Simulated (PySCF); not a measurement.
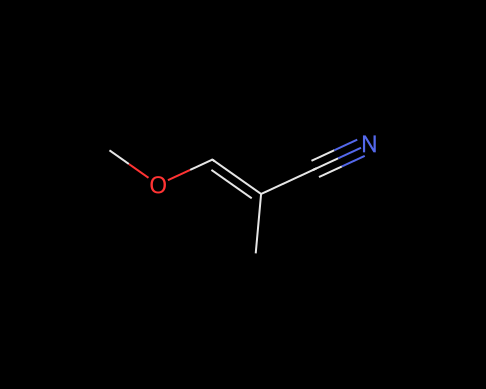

Question: Write the SMILES.

Answer: CO/C=C(\C)C#N

Question: Give the formula, hydrogens included.

Answer: C5H7NO.

Question: An optimisation with GFN2-xTB gave a structure of which point group?

Answer: Cs. Other conformers may differ.

The parts below concern this one geometry. Atoms keep their numbers from picture to picture. The computed structure is the end point of a GFN2-xTB optimisation. No frequency run is at hand to confirm it as a minimum.

## NMR shielding

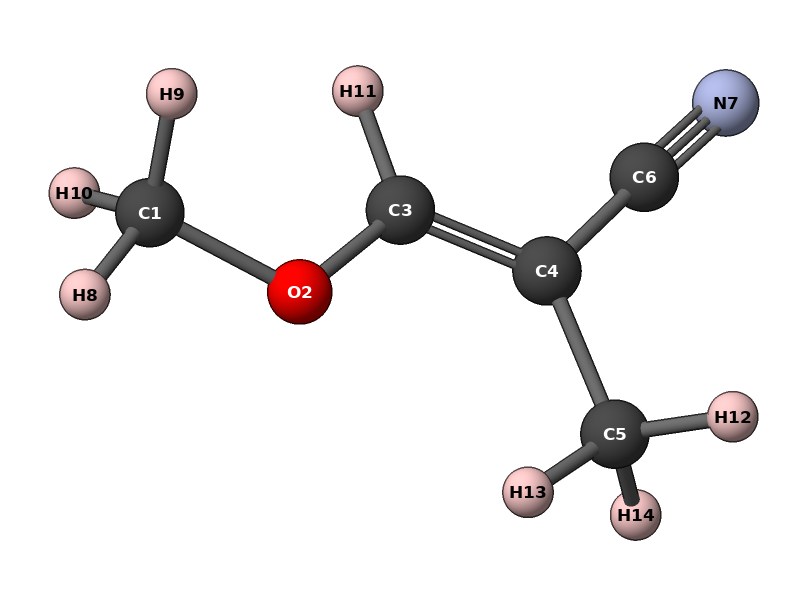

The questions are on isotropic NMR shieldings of the H atoms. No frequency run is at hand to confirm it as a minimum. Level of theory: GIAO PBE0/pcSseg-1 NMR shielding, non-relativistic, gas phase (PySCF 2.14.0).

List the isotropic NMR shieldings of the H atoms.

| atom | σ (ppm) |
| --- | --- |
| H8 | 27.61 |
| H9 | 27.87 |
| H10 | 27.87 |
| H11 | 24.89 |
| H12 | 30.08 |
| H13 | 29.31 |
| H14 | 30.07 |

## Electronic properties

No frequency run is at hand to confirm it as a minimum. Properties computed with PBE0/pcSseg-1, gas phase (PySCF 2.14.0).

Question: Give the dipole moment at this level.

Answer: 5.28 D.

Question: What is the HOMO–LUMO gap?

Answer: 6.19 eV.

Question: Estimate the HOMO energy (Kohn–Sham orbital).

Answer: −6.94 eV.

## Charges

The questions are on Hirshfeld charges. No frequency run is at hand to confirm it as a minimum. Method: PBE0/pcSseg-1, gas phase (PySCF 2.14.0).

Question: Which atom carries the highest charge (most positive or least negative)?

Answer: C6 (0.07 e).

Question: And the lowest?

Answer: N7 (−0.24 e).

List the Hirshfeld charges.

```csv
atom,value (e)
C1,−0.03
O2,−0.09
C3,0.05
C4,−0.02
C5,−0.11
C6,0.07
N7,−0.24
H8,0.06
H9,0.05
H10,0.05
H11,0.06
H12,0.05
H13,0.05
H14,0.05
```

## Bond orders

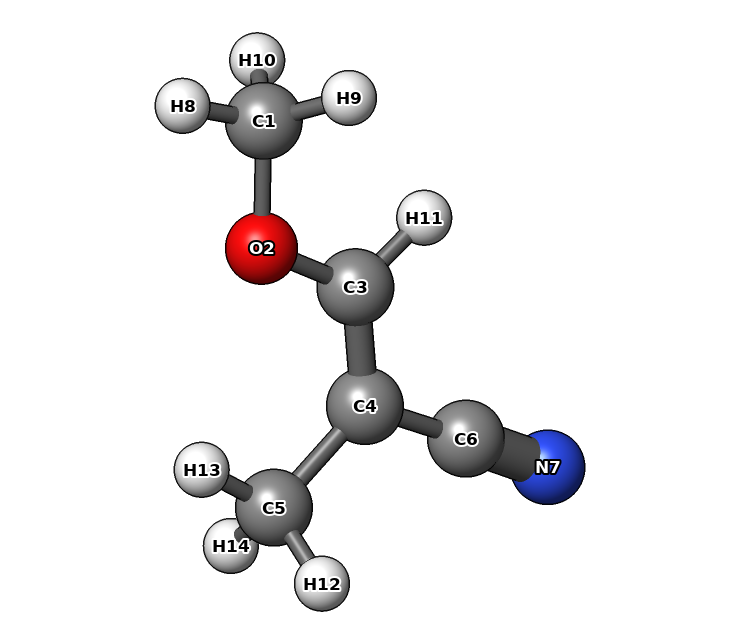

The thickness of each stick grows with its Mayer bond order. No frequency run is at hand to confirm it as a minimum. Computed with PBE0/pcSseg-1 (PySCF 2.14.0).

List the Mayer bond orders of C1–O2, C1–H8, C1–H9, O2–C3, C3–C4, C3–H11, C4–C5, C4–C6, C5–H13, C5–H12, C6–N7 (one bond of each equivalent set).

```tsv
bond	Mayer order	length (Å)
C1–O2	0.89	1.409
C1–H8	0.97	1.088
C1–H9	0.96	1.095
O2–C3	1.04	1.349
C3–C4	1.73	1.342
C3–H11	0.94	1.086
C4–C5	1.05	1.501
C4–C6	1.06	1.408
C5–H13	0.95	1.086
C5–H12	0.95	1.090
C6–N7	3.02	1.148
```
